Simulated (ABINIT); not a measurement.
# Quasiparticle gap of BN (P6_3mc) in ABINIT

Wanted: ground state, empty states, screening and self-energy for BN (P6_3mc).

Main program and level: ABINIT 10.8.3; LDA and many-body steps on it, plane waves.

The database entry behind the starting cell has ideal inner coordinates that were not refined, so it need not match the best structure at ambient conditions.

## Step 1: The structure

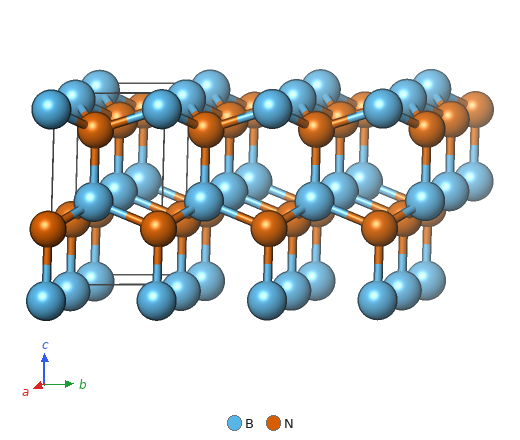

Start, viewed slightly off an axis; boron blue, nitrogen orange. 3×4×1 cells are drawn. Some periodic images of atoms are drawn too.

The cell and positions come from the Crystallography Open Database and are kept as given unless a step says otherwise. This is not the form that BN usually takes at ambient conditions.

## Step 2: Ground state

This step: ABINIT 10.8.3; DFT, LDA, plane waves, norm-conserving pseudopotentials.

The ground-state density comes first.

File run.abi:

```
acell 3*1.0 Angstrom
rprim 
  2.536000000002 -0.000000000000 0.000000000000
  -1.268000000000 2.196240423999 0.000000000000
  0.000000000000 0.000000000000 4.199000000000
ntypat 2
znucl 5 7
natom 4
typat 1 1 2 2
xred 
  0.666666666667 0.333333333333 0.000000000000
  0.333333333333 0.666666666667 0.500000000000
  0.666666666667 0.333333333333 0.375000000000
  0.333333333333 0.666666666667 0.875000000000
pp_dirpath "pseudos"
pseudos "B.upf, N.upf"
ecut 36
ngkpt 9 9 6
nshiftk 1
shiftk 0 0 0
kptopt 1
chksymbreak 0
nband 14
occopt 1
tolvrs 1e-10
nstep 60
prtwf 0
indata_prefix "in"
outdata_prefix "out"
tmpdata_prefix "tmp"
```

Launch:

```
OMP_NUM_THREADS=1 mpirun -n 4 abinit run.abi > log
```

Numbers of over 12 decimals in the logs are rounded to 6 here.

What it wrote:

```text
.Version 10.8.3 of ABINIT. v10.8.2 released Aug 2026.

 Symmetries : space group P6_3 m c (#186); Bravais hP (primitive hexag.)
================================================================================
 Values of the parameters that define the memory need of the present run
     intxc =       0    ionmov =       0      iscf =       7    lmnmax =       4
     lnmax =       4     mgfft =      45  mpssoang =       2    mqgrid =    3001
     natom =       4  nloc_mem =       1    nspden =       1   nspinor =       1
    nsppol =       1      nsym =      12    n1xccc =    2501    ntypat =       2
    occopt =       1   xclevel =       1
-    mband =          14        mffmem =           1         mkmem =          12
       mpw =        1665          nfft =       32805          nkpt =          48
================================================================================
  Rough estimation (10% accuracy) of disk space for files :
================================================================================

--------------------------------------------------------------------------------
------------- Echo of variables that govern the present computation ------------
--------------------------------------------------------------------------------
 -outvars: echo values of preprocessed input variables --------
            acell      1.8897261259E+00  1.8897261259E+00  1.8897261259E+00 Bohr

      chksymbreak           0
             ecut      3.60000000E+01 Hartree
-          fftalg         312

              ixc       -1012
              kpt      0.00000000E+00  0.00000000E+00  0.00000000E+00
                       1.11111111E-01  0.00000000E+00  0.00000000E+00
                       2.22222222E-01  0.00000000E+00  0.00000000E+00
                       3.33333333E-01  0.00000000E+00  0.00000000E+00
                       4.44444444E-01  0.00000000E+00  0.00000000E+00
                       1.11111111E-01  1.11111111E-01  0.00000000E+00
                       2.22222222E-01  1.11111111E-01  0.00000000E+00
                       3.33333333E-01  1.11111111E-01  0.00000000E+00
                       4.44444444E-01  1.11111111E-01  0.00000000E+00
   [... 37 further rows ...]
                       3.33333333E-01  2.22222222E-01  5.00000000E-01
                       3.33333333E-01  3.33333333E-01  5.00000000E-01
         kptrlatt        9    0    0      0    9    0      0    0    6
          kptrlen      4.31311091E+01
P           mkmem          12
            natom           4
            nband          14
            ngfft          27      27      45
             nkpt          48
            nstep          60
             nsym          12
           ntypat           2
              occ      2.000000  2.000000  2.000000  2.000000  2.000000  2.000000
                       2.000000  2.000000  0.000000  0.000000  0.000000  0.000000
                       0.000000  0.000000
            prtwf           0
            rprim      2.5360000000E+00 -0.0000000000E+00  0.0000000000E+00
[...]
spgroup         186

           tolvrs      1.00000000E-10

             xred      6.6666666667E-01  3.3333333333E-01 -1.9428902931E-16
[...]
znucl        5.00000    7.00000

================================================================================

 chkinp: Checking input parameters for consistency.

================================================================================
== DATASET  1 ==================================================================
-   mpi_nproc: 4, omp_nthreads: 1 (-1 if OMP is not activated)

--- !DatasetInfo
iteration_state: {dtset: 1, }
dimensions: {natom: 4, nkpt: 48, mband: 14, nsppol: 1, nspinor: 1, nspden: 1, mpw: 1665, }
cutoff_energies: {ecut:  36.0, pawecutdg:  -1.0, }
electrons: {nelect:   1.60000000E+01, charge:   0.00000000E+00, occopt:   1.00000000E+00, tsmear:   1.00000000E-02, }

 Real(R)+Recip(G) space primitive vectors, cartesian coordinates (Bohr,Bohr^-1):
 R(1)=  4.7923455  0.0000000  0.0000000  G(1)=  0.2086661  0.1204734  0.0000000
 R(2)= -2.3961727  4.1502929  0.0000000  G(2)=  0.0000000  0.2409468  0.0000000
 R(3)=  0.0000000  0.0000000  7.9349600  G(3)=  0.0000000  0.0000000  0.1260246
 Unit cell volume ucvol=  1.5782348E+02 bohr^3
 Angles (23,13,12)=  9.00000000E+01  9.00000000E+01  1.20000000E+02 degrees

 getcut: wavevector=  0.0000  0.0000  0.0000  ngfft=  27  27  45
         ecut(hartree)=     36.000   => boxcut(ratio)=   2.01065

--- Pseudopotential description ------------------------------------------------
- B Generated using ONCVPSP code by D. R. Hamann
-  5.00000   3.00000  180309                  znucl, zion, pspdat
12 -1012 1 -1 1498                            pspcod,pspxc,lmax,lloc,mmax
     nproj     2     2
  pspatm : epsatm=    3.19369156
         --- l  ekb(1:nproj) -->
[...]
pspatm: atomic psp has been read  and splines computed

- N Generated using ONCVPSP code by D. R. Hamann
-  7.00000   5.00000  180309                  znucl, zion, pspdat
12 -1012 1 -1 1058                            pspcod,pspxc,lmax,lloc,mmax
     nproj     2     2
  pspatm : epsatm=    5.30777321
         --- l  ekb(1:nproj) -->
[...]
pspatm: atomic psp has been read  and splines computed

[...]
_setup2: Arith. and geom. avg. npw (full set) are    1627.907    1627.882

================================================================================

--- !BeginCycle
iteration_state: {dtset: 1, }
solver: {iscf: 7, nstep: 60, nline: 4, wfoptalg: 0, }
tolerances: {tolvrs: 1.00E-10, }

     iter   Etot(hartree)      deltaE(h)  residm     vres2
 ETOT  1  -26.753998334877    -2.675E+01 9.227E-02 2.110E+02
 ETOT  2  -26.787050532077    -3.305E-02 3.265E-02 1.387E+02
 ETOT  3  -26.847972627783    -6.092E-02 7.198E-03 1.182E+00
 ETOT  4  -26.848478265199    -5.056E-04 6.283E-03 4.665E-03
 ETOT  5  -26.848479727535    -1.462E-06 2.558E-03 3.618E-05
 ETOT  6  -26.848479737227    -9.692E-09 1.812E-03 7.827E-07
 ETOT  7  -26.848479737475    -2.485E-10 1.859E-03 2.309E-08
 ETOT  8  -26.848479737482    -6.875E-12 1.260E-03 7.618E-11

 At SCF step    8       vres2   =  7.62E-11 < tolvrs=  1.00E-10 =>converged.

 Cartesian components of stress tensor (hartree/bohr^3)
  sigma(1 1)=  2.17854069E-04  sigma(3 2)=  0.00000000E+00
  sigma(2 2)=  2.17854069E-04  sigma(3 1)=  0.00000000E+00
  sigma(3 3)=  2.48713388E-04  sigma(2 1)= -5.07514761E-15

--- !ResultsGS
iteration_state: {dtset: 1, }
comment   : Summary of ground state results
lattice_vectors:
- [  4.7923455,  -0.0000000,   0.0000000, ]
- [ -2.3961727,   4.1502929,   0.0000000, ]
- [  0.0000000,   0.0000000,   7.9349600, ]
lattice_lengths: [   4.79235,    4.79235,    7.93496, ]
lattice_angles: [ 90.000,  90.000, 120.000, ] # degrees, (23, 13, 12)
lattice_volume:   1.5782348E+02
convergence: {deltae: -6.875E-12, res2:  7.618E-11, residm:  1.260E-03, diffor: null, }
etotal    :  -2.68484797E+01
entropy   :   0.00000000E+00
fermie    :   3.04594368E-01
cartesian_stress_tensor: # hartree/bohr^3
- [  2.17854069E-04,  -5.07514761E-15,   0.00000000E+00, ]
- [ -5.07514761E-15,   2.17854069E-04,   0.00000000E+00, ]
- [  0.00000000E+00,   0.00000000E+00,   2.48713388E-04, ]
pressure_GPa:  -6.7121E+00
xred      :
- [  6.6667E-01,   3.3333E-01,  -1.9429E-16,  B]
- [  3.3333E-01,   6.6667E-01,   5.0000E-01,  B]
- [  6.6667E-01,   3.3333E-01,   3.7500E-01,  N]
- [  3.3333E-01,   6.6667E-01,   8.7500E-01,  N]
cartesian_forces: # hartree/bohr
- [ -2.63373636E-30,   8.61666759E-30,   9.83710066E-04, ]
- [ -9.65703333E-30,  -1.57127468E-29,   9.83710066E-04, ]
- [  1.14128576E-29,   1.26715700E-29,  -9.83710066E-04, ]
- [  8.77912121E-31,  -5.57549079E-30,  -9.83710066E-04, ]
force_length_stats: {min:   9.83710066E-04, max:   9.83710066E-04, mean:   9.83710066E-04, }

 Integrated electronic density in atomic spheres:
 ------------------------------------------------
 Atom  Sphere_radius  Integrated_density
[...]
4        2.00000          5.73865366
================================================================================

 ----iterations are completed or convergence reached----

 Mean square residual over all n,k,spin=   86.981E-07; max=  12.603E-04
 reduced coordinates (array xred) for    4 atoms
       0.666666666667      0.333333333333     -0.000000000000
       0.333333333333      0.666666666667      0.500000000000
       0.666666666667      0.333333333333      0.375000000000
       0.333333333333      0.666666666667      0.875000000000
 rms dE/dt=  4.5066E-03; max dE/dt=  7.8059E-03; dE/dt below (all hartree)
    1      -0.000000000000     -0.000000000000     -0.007805535088
    2       0.000000000000      0.000000000000     -0.007805535088
    3      -0.000000000000     -0.000000000000      0.007805864966
    4      -0.000000000000      0.000000000000      0.007805864966

 cartesian coordinates (angstrom) at end:
    1      1.268000     0.732080    -0.000000
    2      6.7e-13     1.464160     2.099500
    3      1.268000     0.732080     1.574625
    4      6.7e-13     1.464160     3.674125

 cartesian forces (hartree/bohr) at end:
    1     -0.000000     0.000000     0.00098371
    2     -0.000000    -0.000000     0.00098371
    3      0.000000     0.000000    -0.00098371
    4      0.000000    -0.000000    -0.00098371
 frms,max,avg= 5.6794527E-04 9.8371007E-04   0.000E+00  0.000E+00 -2.079E-08 h/b

 cartesian forces (eV/Angstrom) at end:
    1     -0.000000     0.000000     0.050584
    2     -0.000000    -0.000000     0.050584
    3      0.000000     0.000000    -0.050584
    4      0.000000    -0.000000    -0.050584
 frms,max,avg= 2.9204920E-02 5.0584405E-02   0.000E+00  0.000E+00 -1.069E-06 e/A
 length scales=  1.889726125908  1.889726125908  1.889726125908 bohr
              =  1.000000000000  1.000000000000  1.000000000000 angstroms
 prteigrs : about to open file out_EIG
 Fermi (or HOMO) energy (hartree) =   0.30459   Average Vxc (hartree)=  -0.48701
 Eigenvalues (hartree) for nkpt=  48  k points:
 kpt#   1, nband= 14, wtk=  0.00206, kpt=  0.0000  0.0000  0.0000 (reduced coord)
  -0.44306   -0.28633   -0.10071    0.22589    0.22589    0.29532    0.30459    0.30459
   0.61226    0.61226    0.61925    0.66537    0.70962    0.74237
 prteigrs : prtvol=0 or 1, do not print more k-points.

--- !EnergyTerms
iteration_state     : {dtset: 1, }
comment             : Components of total free energy in Hartree
kinetic             :  1.89532555063184E+01
hartree             :  3.55931797174719E+00
xc                  : -8.71888264913573E+00
Ewald energy        : -2.63954347709457E+01
psp_core            :  1.72374147277214E+00
local_psp           : -1.36270921860500E+01
non_local_psp       : -2.34338508218858E+00
total_energy        : -2.68484797374823E+01
total_energy_eV     : -7.30584352254025E+02
band_energy         :  1.58761931216408E-01

 Cartesian components of stress tensor (hartree/bohr^3)
  sigma(1 1)=  2.17854069E-04  sigma(3 2)=  0.00000000E+00
  sigma(2 2)=  2.17854069E-04  sigma(3 1)=  0.00000000E+00
  sigma(3 3)=  2.48713388E-04  sigma(2 1)= -5.07514761E-15

-Cartesian components of stress tensor (GPa)         [Pressure= -6.7121E+00 GPa]
- sigma(1 1)=  6.40948800E+00  sigma(3 2)=  0.00000000E+00
- sigma(2 2)=  6.40948800E+00  sigma(3 1)=  0.00000000E+00
- sigma(3 3)=  7.31740052E+00  sigma(2 1)= -1.49315998E-10

== END DATASET(S) ==============================================================
================================================================================

 -outvars: echo values of variables after computation  --------
           etotal     -2.6848479737E+01
            nband          14
             nkpt          48
          spgroup         186
 [... the other variables as echoed above ...]

 Calculation completed.
```

The job ended after 8 s (4 MPI ranks of Arm Neoverse V2, shared host; peak memory 0.27 GiB; 31 s of CPU time).

Numbers from this step:

* total energy: -730.5844 eV
* gap: 5.052 eV
* k of the valence top: 0, 0, 0
* k of the conduction bottom: 0.3333, 0.3333, 0
* least direct gap: 8.286 eV
* pressure: -6.712 GPa

The gap is indirect, with the least direct gap 3.23 eV higher.

The cutoff was set for levels, not for stress, so the pressure can be off by some GPa.

(Part 1 of 3 ends here.)

[Paths, hosts, dates, memory and timing lines, banners, echoed tables and standing remarks are left out of the program output.]

[Logs are printed without paths, hosts, clocks, repeated set-up lines and the standing remarks that a program may print on its own settings, such as how far it seeks lower states.]

[Runs of the session that timed out or met a known fault of the program may be left out.]

[Hosts, paths, dates, database ids (printed as entryN), source tags and the programs' standing remarks are cut or masked in the printed files.]

[G0W0 gaps are taken among the corrected bands and points alone; a level outside them can change the order at an edge.]

[Where Ansatz stands beside ABINIT at settings called matched, ABINIT's density can come from a denser mesh and the files from another edition; pairs whose starting gaps differed by over 0.03 eV were left out, so agreement reads better than it is.]
